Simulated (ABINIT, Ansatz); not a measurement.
# A GW chain in ABINIT: InP (F-43m)

How does a plane-wave GW calculation on InP (F-43m) run from the first input to the gap?

Calculated with ABINIT 10.8.3; PBE and many-body steps on it, plane waves.

The database entry behind the starting cell differs from later determinations by our own check (0.1 to 0.3 % short, probably kX units), so it need not match the best structure at ambient conditions.

### 1. The structure

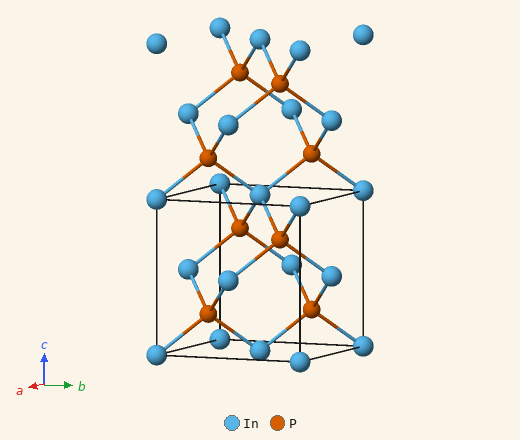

The cell as given, slightly off an axis (indium blue, phosphorus orange). 1×1×2 cells are drawn. This picture shows the conventional cell, with its axes. Bonds to atoms that aren't drawn are left out. Some periodic images of atoms are drawn too.

The cell and positions come from the Crystallography Open Database and are kept as given unless a step says otherwise.

### 2. Ground state

This step: ABINIT 10.8.3; DFT, PBE, plane waves, norm-conserving pseudopotentials.

The ground-state density comes first.

run.abi reads:

```
acell 3*1.0 Angstrom
rprim 
  0.000000000000 2.930500000000 2.930500000000
  2.930500000000 -0.000000000000 2.930500000000
  2.930500000000 2.930500000000 0.000000000000
ntypat 2
znucl 49 15
natom 2
typat 1 2
xred 
  0.000000000000 0.000000000000 0.000000000000
  0.250000000000 0.250000000000 0.250000000000
pp_dirpath "pseudos"
pseudos "In.upf, P.upf"
ecut 33
ngkpt 6 6 6
nshiftk 1
shiftk 0 0 0
kptopt 1
chksymbreak 0
nband 18
occopt 1
tolvrs 1e-10
nstep 60
prtwf 0
optforces 0
optstress 0
indata_prefix "in"
outdata_prefix "out"
tmpdata_prefix "tmp"
```

Launch:

```console
$ OMP_NUM_THREADS=1 mpirun -n 8 abinit run.abi > log
```

Numbers of over 12 decimals in the logs are rounded to 6 here.

What it wrote:

```text
.Version 10.8.3 of ABINIT. v10.8.2 released Aug 2026.

 Symmetries : space group F-4 3 m (#216); Bravais cF (face-center cubic)
================================================================================
 Values of the parameters that define the memory need of the present run
     intxc =       0    ionmov =       0      iscf =       7    lmnmax =       6
     lnmax =       6     mgfft =      45  mpssoang =       3    mqgrid =    3001
     natom =       2  nloc_mem =       1    nspden =       1   nspinor =       1
    nsppol =       1      nsym =      24    n1xccc =    2501    ntypat =       2
    occopt =       1   xclevel =       2
-    mband =          18        mffmem =           1         mkmem =           2
       mpw =        3100          nfft =       91125          nkpt =          16
================================================================================
  Rough estimation (10% accuracy) of disk space for files :
================================================================================

--------------------------------------------------------------------------------
------------- Echo of variables that govern the present computation ------------
--------------------------------------------------------------------------------
 -outvars: echo values of preprocessed input variables --------
            acell      1.8897261259E+00  1.8897261259E+00  1.8897261259E+00 Bohr

      chksymbreak           0
             ecut      3.30000000E+01 Hartree
-          fftalg         312

              ixc     -101130
              kpt      0.00000000E+00  0.00000000E+00  0.00000000E+00
                       1.66666667E-01  0.00000000E+00  0.00000000E+00
                       3.33333333E-01  0.00000000E+00  0.00000000E+00
                       5.00000000E-01  0.00000000E+00  0.00000000E+00
                       1.66666667E-01  1.66666667E-01  0.00000000E+00
                       3.33333333E-01  1.66666667E-01  0.00000000E+00
                       5.00000000E-01  1.66666667E-01  0.00000000E+00
                      -3.33333333E-01  1.66666667E-01  0.00000000E+00
                      -1.66666667E-01  1.66666667E-01  0.00000000E+00
   [... 5 further rows ...]
                      -3.33333333E-01  3.33333333E-01  1.66666667E-01
                      -3.33333333E-01  5.00000000E-01  1.66666667E-01
         kptrlatt        6    0    0      0    6    0      0    0    6
          kptrlen      4.69901511E+01
P           mkmem           2
            natom           2
            nband          18
            ngfft          45      45      45
             nkpt          16
            nstep          60
             nsym          24
           ntypat           2
              occ      2.000000  2.000000  2.000000  2.000000  2.000000  2.000000
                       2.000000  2.000000  2.000000  2.000000  2.000000  2.000000
                       2.000000  0.000000  0.000000  0.000000  0.000000  0.000000
        optforces           0
        optstress           0
            prtwf           0
            rprim      0.0000000000E+00  2.9305000000E+00  2.9305000000E+00
[...]
spgroup         216

           tolvrs      1.00000000E-10

             xred      0.0000000000E+00  0.0000000000E+00  0.0000000000E+00
[...]
znucl       49.00000   15.00000

================================================================================

 chkinp: Checking input parameters for consistency.

================================================================================
== DATASET  1 ==================================================================
-   mpi_nproc: 8, omp_nthreads: 1 (-1 if OMP is not activated)

--- !DatasetInfo
iteration_state: {dtset: 1, }
dimensions: {natom: 2, nkpt: 16, mband: 18, nsppol: 1, nspinor: 1, nspden: 1, mpw: 3100, }
cutoff_energies: {ecut:  33.0, pawecutdg:  -1.0, }
electrons: {nelect:   2.60000000E+01, charge:   0.00000000E+00, occopt:   1.00000000E+00, tsmear:   1.00000000E-02, }

 Real(R)+Recip(G) space primitive vectors, cartesian coordinates (Bohr,Bohr^-1):
 R(1)=  0.0000000  5.5378424  5.5378424  G(1)= -0.0902879  0.0902879  0.0902879
 R(2)=  5.5378424  0.0000000  5.5378424  G(2)=  0.0902879 -0.0902879  0.0902879
 R(3)=  5.5378424  5.5378424  0.0000000  G(3)=  0.0902879  0.0902879 -0.0902879
 Unit cell volume ucvol=  3.3966576E+02 bohr^3
 Angles (23,13,12)=  6.00000000E+01  6.00000000E+01  6.00000000E+01 degrees

 getcut: wavevector=  0.0000  0.0000  0.0000  ngfft=  45  45  45
         ecut(hartree)=     33.000   => boxcut(ratio)=   2.17258

--- Pseudopotential description ------------------------------------------------
- In Generated using ONCVPSP code by D. R. Hamann
- 49.00000  21.00000  171031                  znucl, zion, pspdat
12 -101130 2 -1 1964                          pspcod,pspxc,lmax,lloc,mmax
     nproj     2     2     2
  pspatm : epsatm=   33.77322108
         --- l  ekb(1:nproj) -->
[...]
pspatm: atomic psp has been read  and splines computed

- P Generated using ONCVPSP code by D. R. Hamann
- 15.00000   5.00000  171031                  znucl, zion, pspdat
12 -101130 2 -1 1298                          pspcod,pspxc,lmax,lloc,mmax
     nproj     2     2     2
  pspatm : epsatm=    8.05910421
         --- l  ekb(1:nproj) -->
[...]
2   -3.154982   -0.827415
 pspatm: atomic psp has been read  and splines computed

   1.08764046E+03                                ecore*ucvol(ha*bohr**3)
--------------------------------------------------------------------------------

_setup2: Arith. and geom. avg. npw (full set) are    3076.875    3076.851

================================================================================

--- !BeginCycle
iteration_state: {dtset: 1, }
solver: {iscf: 7, nstep: 60, nline: 4, wfoptalg: 0, }
tolerances: {tolvrs: 1.00E-10, }

     iter   Etot(hartree)      deltaE(h)  residm     vres2
 ETOT  1  -205.97379630002    -2.060E+02 2.231E-01 2.035E+02
 ETOT  2  -206.37873386066    -4.049E-01 1.252E-02 2.815E+01
 ETOT  3  -206.38174677282    -3.013E-03 2.083E-02 7.750E-01
 ETOT  4  -206.38178877304    -4.200E-05 7.453E-04 6.304E-02
 ETOT  5  -206.38179190036    -3.127E-06 1.917E-04 6.390E-03
 ETOT  6  -206.38179338651    -1.486E-06 1.096E-03 2.070E-03
 ETOT  7  -206.38179369326    -3.067E-07 7.848E-05 4.100E-06
 ETOT  8  -206.38179369380    -5.420E-10 2.939E-04 8.570E-08
 ETOT  9  -206.38179369381    -1.276E-11 1.631E-05 3.250E-09
 ETOT 10  -206.38179369381    -2.530E-12 5.739E-05 2.705E-10
 ETOT 11  -206.38179369381    -6.253E-13 3.083E-06 1.165E-11

 At SCF step   11       vres2   =  1.17E-11 < tolvrs=  1.00E-10 =>converged.

--- !ResultsGS
iteration_state: {dtset: 1, }
comment   : Summary of ground state results
lattice_vectors:
- [  0.0000000,   5.5378424,   5.5378424, ]
- [  5.5378424,  -0.0000000,   5.5378424, ]
- [  5.5378424,   5.5378424,   0.0000000, ]
lattice_lengths: [   7.83169,    7.83169,    7.83169, ]
lattice_angles: [ 60.000,  60.000,  60.000, ] # degrees, (23, 13, 12)
lattice_volume:   3.3966576E+02
convergence: {deltae: -6.253E-13, res2:  1.165E-11, residm:  3.083E-06, diffor:  0.000E+00, }
etotal    :  -2.06381794E+02
entropy   :   0.00000000E+00
fermie    :   1.82435607E-01
cartesian_stress_tensor: null
pressure_GPa: null
xred      :
- [  0.0000E+00,   0.0000E+00,   0.0000E+00, In]
- [  2.5000E-01,   2.5000E-01,   2.5000E-01,  P]
cartesian_forces: null
force_length_stats: {min: null, max: null, mean: null, }

 Integrated electronic density in atomic spheres:
 ------------------------------------------------
 Atom  Sphere_radius  Integrated_density
    1        2.00000         17.85064401
    2        2.00000          2.75896772
================================================================================

 ----iterations are completed or convergence reached----

 Mean square residual over all n,k,spin=   10.723E-09; max=  30.825E-07
 reduced coordinates (array xred) for    2 atoms
       0.000000000000      0.000000000000      0.000000000000
       0.250000000000      0.250000000000      0.250000000000
 rms dE/dt=  0.0000E+00; max dE/dt=  0.0000E+00; dE/dt below (all hartree)
    1       0.000000000000      0.000000000000      0.000000000000
    2       0.000000000000      0.000000000000      0.000000000000

 cartesian coordinates (angstrom) at end:
    1      0.000000     0.000000     0.000000
    2      1.465250     1.465250     1.465250
 length scales=  1.889726125908  1.889726125908  1.889726125908 bohr
              =  1.000000000000  1.000000000000  1.000000000000 angstroms
 prteigrs : about to open file out_EIG
 Fermi (or HOMO) energy (hartree) =   0.18244   Average Vxc (hartree)=  -0.34806
 Eigenvalues (hartree) for nkpt=  16  k points:
 kpt#   1, nband= 18, wtk=  0.00463, kpt=  0.0000  0.0000  0.0000 (reduced coord)
  -4.04594   -2.51987   -2.51987   -2.51987   -0.33970   -0.33970   -0.33970   -0.33420
  -0.33420   -0.24085    0.18244    0.18244    0.18244    0.20849    0.33265    0.33265
   0.33265    0.49824
 prteigrs : prtvol=0 or 1, do not print more k-points.

--- !EnergyTerms
iteration_state     : {dtset: 1, }
comment             : Components of total free energy in Hartree
kinetic             :  7.02144370806368E+01
hartree             :  7.44753590612905E+01
xc                  : -3.01419855988576E+01
Ewald energy        : -1.04054616797132E+02
psp_core            :  3.20209033028539E+00
local_psp           : -2.04256010233885E+02
non_local_psp       : -1.58210675361525E+01
total_energy        : -2.06381793693814E+02
total_energy_eV     : -5.61593470234075E+03
band_energy         : -2.64771403849233E+01

== END DATASET(S) ==============================================================
================================================================================

 -outvars: echo values of variables after computation  --------
           etotal     -2.0638179369E+02
            nband          18
             nkpt          16
          spgroup         216
 [... the other variables as echoed above ...]

 Calculation completed.
```

The job ended after 10 s (8 MPI ranks of Intel Xeon Platinum 8259CL at 2.50GHz (Skylake/Cascade Lake), shared host; peak memory 0.73 GiB; 81 s of CPU time).

This step gave:

* total energy: -5615.9347 eV
* gap: 0.7089 eV
* k of the valence top: 0, 0, 0
* k of the conduction bottom: 0, 0, 0
* least direct gap: 0.7089 eV

The gap is direct, at Γ.

(Continued in part 2 of 3.)

[Paths, hosts, dates, memory and timing lines, banners, echoed tables and standing remarks are left out of the program output.]

[Logs are printed without paths, hosts, clocks, repeated set-up lines and the standing remarks that a program may print on its own settings, such as how far it seeks lower states.]

[Runs of the session that timed out or met a known fault of the program may be left out.]

[Hosts, paths, dates, database ids (printed as entryN), source tags and the programs' standing remarks are cut or masked in the printed files.]

[G0W0 gaps are taken among the corrected bands and points alone; a level outside them can change the order at an edge.]

[Where Ansatz stands beside ABINIT at settings called matched, ABINIT's density can come from a denser mesh and the files from another edition; pairs whose starting gaps differed by over 0.03 eV were left out, so agreement reads better than it is.]
